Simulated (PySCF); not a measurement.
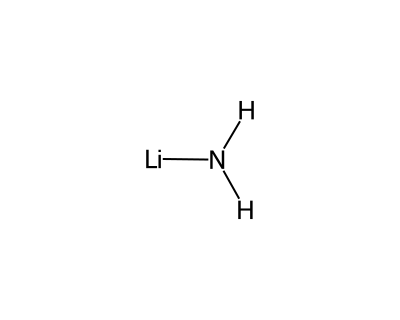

> Write the SMILES.

[Li][NH2]

> Give the formula, hydrogens included.

H2LiN.

> An optimisation with PBE0-D3(BJ)/def2-SVP gave a structure of which point group?

C2v.

The parts below concern this one geometry. Atoms keep their numbers from picture to picture. Computed geometry: PBE0-D3(BJ)/def2-SVP optimisation. No frequency run is at hand to confirm it as a minimum.

**Shape**

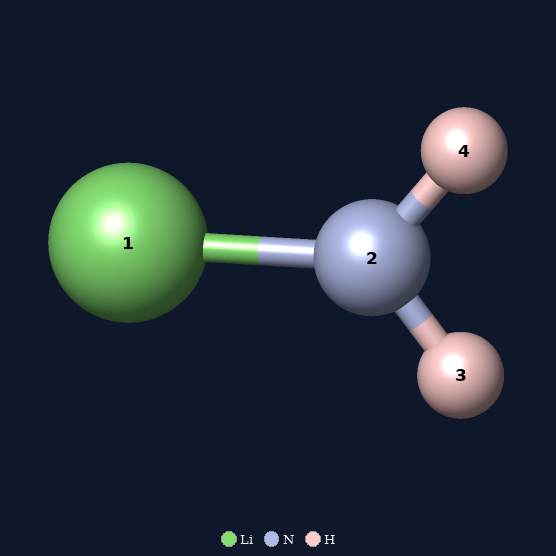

Atoms carry their numbers in the input. No frequency run is at hand to confirm it as a minimum.

What are the angles Li1–N2–H3, H3–N2–H4?

```tsv
angle	degrees
Li1–N2–H3	128.4
H3–N2–H4	103.1
```

**Dipole moment**

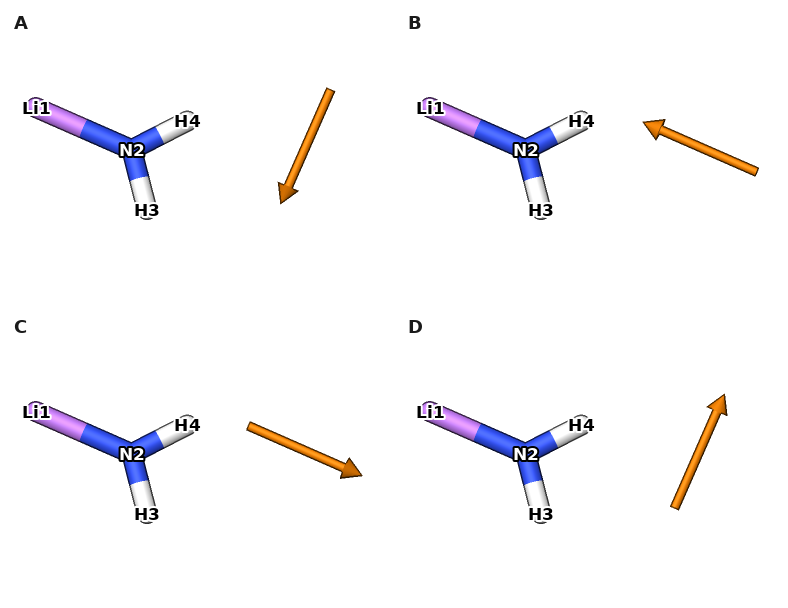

The same molecule four times, each with an arrow. No frequency run is at hand to confirm it as a minimum. Method: PBE0/pcJ-1, gas phase (PySCF 2.14.0).

> Which arrow points along the dipole moment, from the negative to the positive end?

B. The dipole moment is 4.28 D; it points from the side of H3, H4 to the side of Li1 (the outermost atoms at the two ends).

**Spin–spin coupling**

No frequency run is at hand to confirm it as a minimum. Method: BHandHLYP/pcJ-1 indirect spin-spin coupling, non-relativistic, gas phase (PySCF 2.14.0). Isotopes: 1H, 7Li, 15N.

Give the spin–spin coupling constants of these pairs, with the number of bonds between them: Li1/N2, N2/H4, N2/H3, Li1/H4, Li1/H3, H3/H4.

| pair | bonds apart | J (Hz) |
| --- | --- | --- |
| Li1, N2 | 1 | −52.3 |
| N2, H4 | 1 | −63.7 |
| N2, H3 | 1 | −63.6 |
| Li1, H4 | 2 | 5.4 |
| Li1, H3 | 2 | 5.3 |
| H3, H4 | 2 | −15.8 |

**Quadrupole coupling**

No frequency run is at hand to confirm it as a minimum. Electric field gradients from the ground-state density, B3LYP/pcJ-2 (PySCF 2.14.0), non-relativistic apart from any core potentials.

Give the largest field-gradient component, the quadrupole coupling constant and the asymmetry for 7Li at Li1 (Q = −40 mb), 14N at N2 (Q = 20.44 mb), 2H at H3 (Q = 2.86 mb).

```
atom  V_zz (a.u.)  e²qQ/h (MHz)     η
 Li1       −0.053         0.503  0.67
  N2        0.699          3.36  0.96
  H3        0.381         0.256  0.13
```
